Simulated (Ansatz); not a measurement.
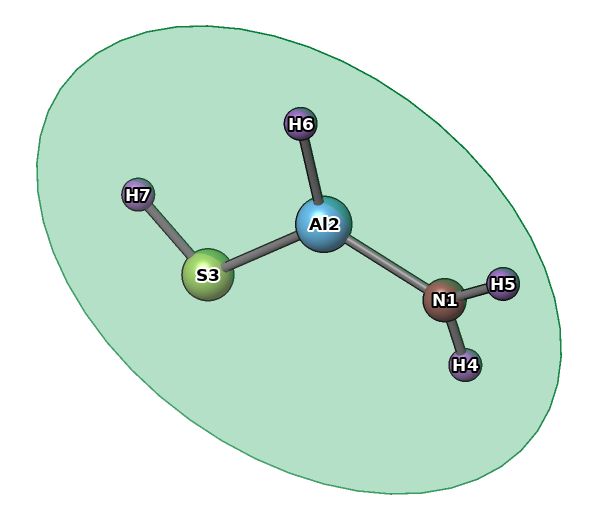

A disc through the centre of mass is drawn in. Distant atoms are faded towards the background colour. The geometry was computed by an optimisation with PBE0-D4/def2-TZVP. No frequency run is at hand to confirm it as a minimum.

> Is the plane of the disc a mirror plane of the structure?

Yes. The reflection leaves N1, Al2, S3, H4, H5, H6, H7 in place. The point group is Cs.
